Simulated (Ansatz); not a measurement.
```xyz
5

Br   -1.1902    0.0958    1.8250
Si    0.0100   -0.0147   -0.0083
Br    1.8481   -1.1451    0.3881
Br   -1.1442   -1.0228   -1.5784
Br    0.5262    2.0131   -0.6678
```

Geometry: PBE0-D4/def2-TZVP.

All numbers below come from Ansatz, RKS PBE0-D4/def2-TZVPP.

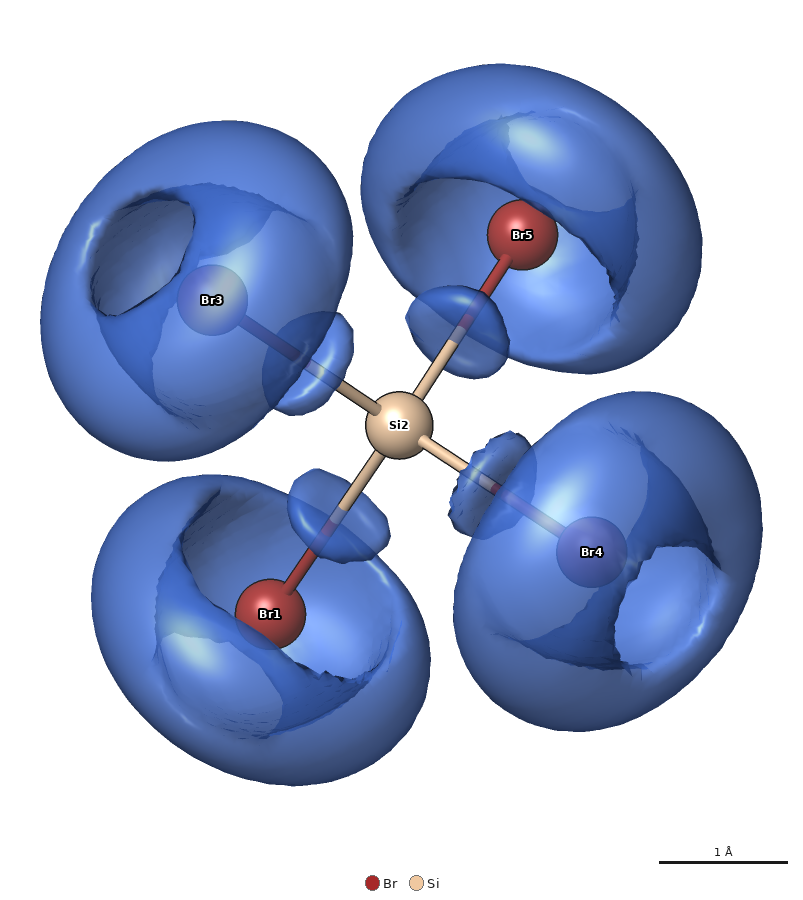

Br₄Si (SMILES Br[Si](Br)(Br)Br). Isosurface of the electron localisation function at 0.8 (blue), seen at an oblique angle. Core shells and regions of very low density are left out.

Q: What do the ELF domains correspond to?

A: The ELF exceeds this value in four regions between bonded Br–Si atoms (shared pairs) and four rings or bowls of non-bonding electrons around Br.

Values along the shortest contacts:
Si–Br (2.19 Å): the ELF peaks at about 0.85 between the atoms; a shared but strongly polarised pair.
